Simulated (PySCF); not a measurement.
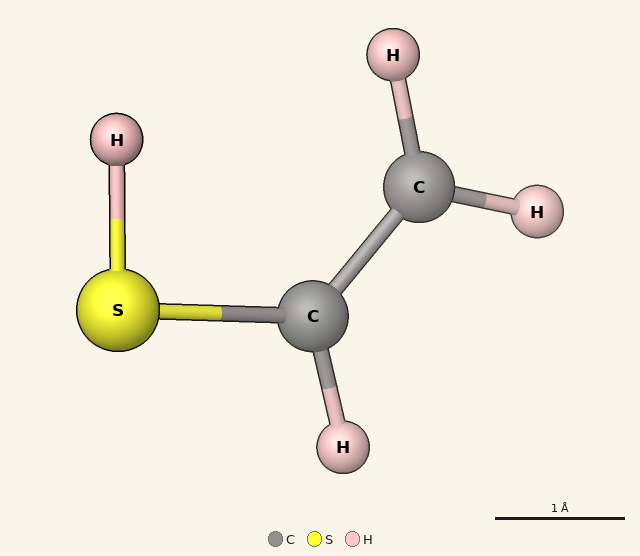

Depth is shown by fading: the farther an atom, the more it takes the colour of the background. The geometry was computed by an optimisation with PBE0-D3(BJ)/def2-SVP. No frequency run is at hand to confirm it as a minimum. Masses are those of the most abundant isotopes; constants are for the rigid equilibrium geometry.

What kind of rotor is it, and what are its rotational constants in cm⁻¹?

Answer. An asymmetric top (Cs): A = 1.69, B = 0.193, C = 0.173 cm⁻¹. Ray's parameter κ is −0.97, close to the prolate limit.
